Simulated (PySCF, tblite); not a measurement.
# C₇H₈O: a rotation path, then NMR shifts on frames, part 2 of 2

tblite 0.8.0 and PySCF 2.14.0. Atoms count from 0.

### 5 Shielding tensors: image 4, PBE0/pcSseg-1

Job settings and geometry (Å):

```
{"job": {"kind": "nmr", "xc": "PBE0", "basis": "pcSseg-1", "pop": false}, "charge": 0, "multiplicity": 1}
C     -1.216100     1.693800     0.221100
C     -0.933700     0.418000     0.001300
C     -1.965300    -0.669000    -0.082800
C      0.456500    -0.008600    -0.158000
C      1.306100    -0.150100    -1.194900
C      2.411400    -0.571100    -0.323700
O      3.555300    -0.895900    -0.457300
C      1.472000    -0.425300     0.896700
H     -2.226500     2.039600     0.354000
H     -0.437400     2.436300     0.265100
H     -1.805700    -1.409300     0.700300
H     -1.890100    -1.180500    -1.041600
H     -2.965400    -0.258100     0.025400
H      1.219900    -0.005200    -2.256000
H      1.262700    -1.353100     1.426700
H      1.748600     0.347600     1.612200
```

Method: GIAO PBE0/pcSseg-1 NMR shielding, non-relativistic, gas phase.

Standard output:

```text
coarse grid: 13648 points
cycle   1  E = -346.0695136926  dE =  1.349e+00  |g| = 7.892e-01  |ddm| = 3.767e+00
cycle   2  E = -345.6761661111  dE =  3.933e-01  |g| = 1.619e+00  |ddm| = 2.453e+00
cycle   3  E = -346.1895751604  dE = -5.134e-01  |g| = 2.065e-01  |ddm| = 1.913e+00
cycle   4  E = -346.1997651926  dE = -1.019e-02  |g| = 5.749e-02  |ddm| = 2.524e-01
cycle   5  E = -346.2003685051  dE = -6.033e-04  |g| = 3.109e-02  |ddm| = 7.889e-02
cycle   6  E = -346.2005923890  dE = -2.239e-04  |g| = 6.419e-03  |ddm| = 3.045e-02
cycle   7  E = -346.2006014482  dE = -9.059e-06  |g| = 2.018e-03  |ddm| = 6.270e-03
final grid: 132640 points
cycle   8  E = -346.2605340046  dE = -1.369e-05  |g| = 1.437e-02  |ddm| = 4.468e-02
cycle   9  E = -346.2604118321  dE =  1.222e-04  |g| = 2.885e-02  |ddm| = 3.645e-02
cycle  10  E = -346.2605753422  dE = -1.635e-04  |g| = 2.752e-03  |ddm| = 2.570e-02
cycle  11  E = -346.2605769872  dE = -1.645e-06  |g| = 3.357e-04  |ddm| = 2.088e-03
cycle  12  E = -346.2605770021  dE = -1.483e-08  |g| = 2.198e-04  |ddm| = 4.651e-04
cycle  13  E = -346.2605770142  dE = -1.215e-08  |g| = 3.955e-05  |ddm| = 2.385e-04
cycle  14  E = -346.2605770146  dE = -3.607e-10  |g| = 1.327e-05  |ddm| = 5.821e-05
converged SCF energy = -346.2605770146

GIAO shielding tensors (ppm)
atom      isotropic    diamagn.    paramagn.     s11        s22        s33       span
  0 C       69.669     251.397    -181.728    -26.488     80.466    155.030    181.518
  1 C       35.997     259.480    -223.484    -82.571     44.094    146.468    229.039
  2 C      162.149     245.134     -82.986    145.633    155.039    185.774     40.141
  3 C       -3.459     255.158    -258.617   -141.397    -18.598    149.619    291.015
  4 C       44.832     250.831    -205.999    -35.574     51.668    118.401    153.974
  5 C       -0.941     257.793    -258.734    -93.856     -6.232     97.266    191.122
  6 O     -261.059     394.263    -655.322   -785.764   -320.617    323.203   1108.967
  7 C      129.400     249.745    -120.345     95.128    137.470    155.602     60.474
  8 H       26.341      30.234      -3.893     23.663     25.509     29.852      6.189
  9 H       26.658      31.596      -4.938     23.861     25.435     30.677      6.816
 10 H       29.451      28.891       0.559     25.582     28.150     34.620      9.038
 11 H       29.656      28.797       0.859     25.875     28.166     34.927      9.052
 12 H       29.587      28.902       0.685     26.108     28.064     34.591      8.483
 13 H       25.849      33.099      -7.251     24.328     25.141     28.077      3.749
 14 H       28.243      29.721      -1.478     25.641     27.921     31.168      5.526
 15 H       28.490      29.770      -1.280     26.051     27.844     31.576      5.525
```

It took 57 s on 1 thread of Intel Xeon at 2.50GHz, shared host; peak memory 0.84 GiB.

This run: δ C3 190.4, C5 187.9, C1 150.9, C4 142.1, H13 5.87, H8 5.38 ppm.

### 6 Shielding tensors: image 6, PBE0/pcSseg-1

Job settings and geometry (Å):

```
{"job": {"kind": "nmr", "xc": "PBE0", "basis": "pcSseg-1", "pop": false}, "charge": 0, "multiplicity": 1}
C     -1.273500     1.711900    -0.231600
C     -0.924700     0.440300    -0.050500
C     -1.898300    -0.647200     0.297000
C      0.466500     0.046500    -0.166100
C      1.461300     0.304300    -1.045800
C      2.430900    -0.493700    -0.289900
O      3.587800    -0.787500    -0.389900
C      1.323100    -0.824000     0.739100
H     -2.289800     2.048500    -0.119000
H     -0.534200     2.458300    -0.466500
H     -1.652300    -1.097800     1.256900
H     -1.858100    -1.432200    -0.457900
H     -2.911600    -0.258000     0.343200
H      1.521800     0.848000    -1.970200
H      1.051200    -1.876000     0.798100
H      1.492300    -0.432300     1.741800
```

Method: GIAO PBE0/pcSseg-1 NMR shielding, non-relativistic, gas phase.

Standard output:

```text
coarse grid: 13648 points
cycle   1  E = -346.0776439266  dE =  1.350e+00  |g| = 7.830e-01  |ddm| = 3.783e+00
cycle   2  E = -345.6928187563  dE =  3.848e-01  |g| = 1.602e+00  |ddm| = 2.567e+00
cycle   3  E = -346.1960138786  dE = -5.032e-01  |g| = 2.030e-01  |ddm| = 2.002e+00
cycle   4  E = -346.2058254067  dE = -9.812e-03  |g| = 5.634e-02  |ddm| = 2.544e-01
cycle   5  E = -346.2064231591  dE = -5.978e-04  |g| = 2.908e-02  |ddm| = 7.882e-02
cycle   6  E = -346.2066186073  dE = -1.954e-04  |g| = 6.310e-03  |ddm| = 2.954e-02
cycle   7  E = -346.2066275494  dE = -8.942e-06  |g| = 1.896e-03  |ddm| = 6.440e-03
final grid: 132640 points
cycle   8  E = -346.2654521425  dE = -1.518e-05  |g| = 1.422e-02  |ddm| = 4.287e-02
cycle   9  E = -346.2653318421  dE =  1.203e-04  |g| = 2.862e-02  |ddm| = 3.752e-02
cycle  10  E = -346.2654927747  dE = -1.609e-04  |g| = 2.632e-03  |ddm| = 2.659e-02
cycle  11  E = -346.2654942797  dE = -1.505e-06  |g| = 3.109e-04  |ddm| = 2.046e-03
cycle  12  E = -346.2654942922  dE = -1.256e-08  |g| = 2.117e-04  |ddm| = 4.633e-04
cycle  13  E = -346.2654943035  dE = -1.124e-08  |g| = 4.004e-05  |ddm| = 2.325e-04
cycle  14  E = -346.2654943038  dE = -3.752e-10  |g| = 1.303e-05  |ddm| = 5.964e-05
converged SCF energy = -346.2654943038

GIAO shielding tensors (ppm)
atom      isotropic    diamagn.    paramagn.     s11        s22        s33       span
  0 C       61.237     252.049    -190.812    -34.881     69.046    149.546    184.427
  1 C       37.612     259.300    -221.689    -80.751     38.365    155.221    235.972
  2 C      164.076     245.849     -81.773    152.211    154.771    185.245     33.034
  3 C        1.297     255.769    -254.473   -133.828    -12.384    150.102    283.930
  4 C       47.229     251.039    -203.810    -28.217     52.432    117.472    145.688
  5 C       -1.034     257.661    -258.695    -94.887     -5.362     97.148    192.035
  6 O     -262.595     394.146    -656.741   -790.817   -321.938    324.970   1115.787
  7 C      134.609     249.375    -114.765    106.406    141.654    155.768     49.362
  8 H       26.141      30.204      -4.063     23.564     25.159     29.701      6.136
  9 H       26.046      31.893      -5.847     23.138     25.029     29.971      6.833
 10 H       29.529      29.201       0.328     25.619     28.415     34.554      8.935
 11 H       29.762      28.927       0.834     26.169     27.918     35.198      9.029
 12 H       29.614      28.972       0.642     25.861     28.325     34.656      8.796
 13 H       25.676      33.319      -7.643     24.112     25.160     27.755      3.644
 14 H       28.443      29.669      -1.226     25.445     28.603     31.282      5.837
 15 H       28.611      29.585      -0.974     26.178     27.583     32.072      5.893
```

Run time: 51 s. Hardware: 1 thread of Intel Xeon at 2.50GHz, shared host; peak memory 0.84 GiB.

Key values: δ C5 188.0, C3 185.6, C1 149.3, C4 139.7, H13 6.04, H9 5.67 ppm.

### 7 Nuclear shieldings: image 8, PBE0/pcSseg-1

Job settings and geometry (Å):

```
{"job": {"kind": "nmr", "xc": "PBE0", "basis": "pcSseg-1", "pop": false}, "charge": 0, "multiplicity": 1}
C     -1.367200     1.569300    -0.646000
C     -0.913200     0.446800    -0.080400
C     -1.810700    -0.502100     0.655500
C      0.480600     0.087900    -0.148900
C      1.595700     0.640400    -0.692300
C      2.446900    -0.455300    -0.223900
O      3.607000    -0.749700    -0.286200
C      1.205800    -1.121500     0.414000
H     -2.407000     1.843500    -0.597900
H     -0.712500     2.241400    -1.171800
H     -1.476800    -0.612200     1.686000
H     -1.781800    -1.485900     0.189800
H     -2.836200    -0.143400     0.655000
H      1.793300     1.535400    -1.252500
H      0.933300    -2.086200    -0.011700
H      1.235300    -1.199300     1.499900
```

Level: GIAO PBE0/pcSseg-1 NMR shielding, non-relativistic, gas phase.

Standard output:

```text
coarse grid: 13648 points
cycle   1  E = -346.0787097539  dE =  1.355e+00  |g| = 7.803e-01  |ddm| = 3.840e+00
cycle   2  E = -345.6991853860  dE =  3.795e-01  |g| = 1.590e+00  |ddm| = 2.737e+00
cycle   3  E = -346.1967813011  dE = -4.976e-01  |g| = 2.020e-01  |ddm| = 2.130e+00
cycle   4  E = -346.2064639049  dE = -9.683e-03  |g| = 5.581e-02  |ddm| = 2.579e-01
cycle   5  E = -346.2070666858  dE = -6.028e-04  |g| = 2.757e-02  |ddm| = 8.041e-02
cycle   6  E = -346.2072418779  dE = -1.752e-04  |g| = 6.232e-03  |ddm| = 2.884e-02
cycle   7  E = -346.2072507089  dE = -8.831e-06  |g| = 1.850e-03  |ddm| = 6.536e-03
final grid: 132640 points
cycle   8  E = -346.2665910355  dE = -1.211e-05  |g| = 1.429e-02  |ddm| = 4.239e-02
cycle   9  E = -346.2664693504  dE =  1.217e-04  |g| = 2.879e-02  |ddm| = 3.975e-02
cycle  10  E = -346.2666320501  dE = -1.627e-04  |g| = 2.596e-03  |ddm| = 2.810e-02
cycle  11  E = -346.2666335009  dE = -1.451e-06  |g| = 2.854e-04  |ddm| = 2.032e-03
cycle  12  E = -346.2666335105  dE = -9.530e-09  |g| = 2.045e-04  |ddm| = 4.440e-04
cycle  13  E = -346.2666335210  dE = -1.057e-08  |g| = 3.593e-05  |ddm| = 2.311e-04
cycle  14  E = -346.2666335213  dE = -3.043e-10  |g| = 1.108e-05  |ddm| = 5.061e-05
converged SCF energy = -346.2666335213

GIAO shielding tensors (ppm)
atom      isotropic    diamagn.    paramagn.     s11        s22        s33       span
  0 C       54.539     253.303    -198.764    -53.487     63.102    154.004    207.491
  1 C       41.843     259.534    -217.691    -76.714     38.901    163.343    240.057
  2 C      162.745     246.186     -83.441    148.190    155.782    184.262     36.072
  3 C        8.313     257.060    -248.747   -120.332     -5.485    150.756    271.088
  4 C       50.560     251.020    -200.459    -30.944     57.646    124.980    155.924
  5 C       -0.039     257.582    -257.621    -94.558     -4.548     98.989    193.547
  6 O     -264.914     393.939    -658.853   -801.492   -321.240    327.989   1129.482
  7 C      136.295     248.458    -112.163    107.345    144.293    157.246     49.902
  8 H       25.666      30.085      -4.419     22.555     24.933     29.510      6.955
  9 H       25.458      32.320      -6.863     22.792     24.188     29.393      6.602
 10 H       29.542      29.305       0.237     25.755     28.321     34.551      8.796
 11 H       29.540      29.291       0.249     25.764     28.296     34.559      8.796
 12 H       29.716      28.968       0.748     25.853     28.542     34.753      8.901
 13 H       25.493      33.426      -7.932     23.915     24.882     27.683      3.768
 14 H       28.525      29.471      -0.946     25.645     28.290     31.639      5.994
 15 H       28.520      29.472      -0.951     25.660     28.278     31.623      5.963
```

It took 53 s on 1 thread of Intel Xeon at 2.50GHz, shared host; peak memory 0.84 GiB.

In short: δ C5 187.0, C3 178.6, C1 145.1, C4 136.4, H9 6.26, H13 6.22 ppm.

### 8 Comparing the runs: NMR shifts

Shifts (ppm) of some atoms, chosen among heavy atoms and hydrogens apart, with basis size and wall time:

```
  frame     C3     C1     C0    C7    H8    H9     O6  functions  time
image 0  178.3  146.3  134.0  50.4  6.01  5.76  604.4        176  72 s
image 2  183.9  149.2  125.5  55.0  5.80  5.50  601.5        176  55 s
image 4  190.4  150.9  117.3  57.5  5.38  5.06  597.1        176  57 s
image 6  185.6  149.3  125.7  52.3  5.58  5.67  598.7        176  51 s
image 8  178.6  145.1  132.4  50.6  6.05  6.26  601.0        176  53 s
```

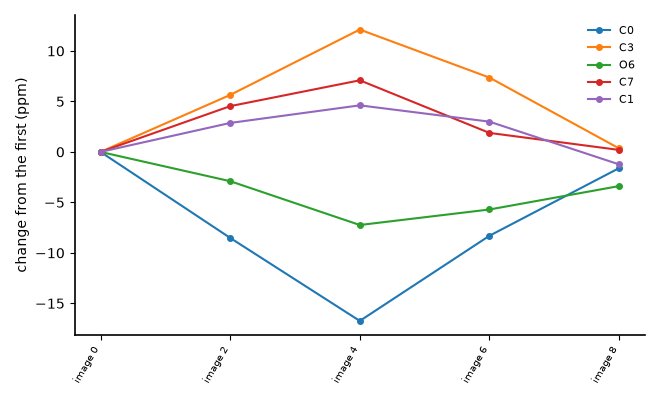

How five of the tabulated atoms move from run to run.

### 9 Results

This closing draws on all 2 parts.

| quantity | value |
| --- | --- |
| barrier | 0.234 eV (5.4 kcal/mol) at image 4 |
| end to end (GFN2-xTB) | 0.035 eV |
| ¹³C shifts against TMS (PBE0/pcSseg-1, image 0) | 188.2, 178.3, 146.3, 138.7, 134.0, 50.4, 22.1 ppm |
| ¹H shifts against TMS (PBE0/pcSseg-1, image 0) | 6.12, 6.01, 5.76, 3.21, 3.21, 2.31, 2.31, 2.10 ppm |
| ¹⁷O shifts against H2O (PBE0/pcSseg-1, image 0) | 604.4 ppm |
| potential on the surface of density 0.002 e/bohr³, 1st and 99th percentile | -1.83 V and 1.12 V |
| range of the shift of C0 | 117.3 to 134.0 ppm |

In words: Along the band the dihedral turns by 180°, and the top (dihedral -92°) lies 5.4 kcal/mol above the start (GFN2-xTB, rough), so at room temperature this motion is fast. Ends this close can change order at a higher level. The top was not checked by a frequency run. Shifts at one fixed geometry are not the observed spectrum, which averages over the motion. In the first frame run (image 0): The widest tensor belongs to O6: span 1136 ppm, with a paramagnetic part of -662 ppm. At PBE0/pcSseg-1, counted by nearest atom on the grid, the HOMO lies on O6 60 %; C7 13 %, the LUMO on C0, C3 about 21 % each; C4 14 %. Across the 5 runs the shift of C0 moves most, between 117.3 (image 4) and 134.0 ppm (image 0).
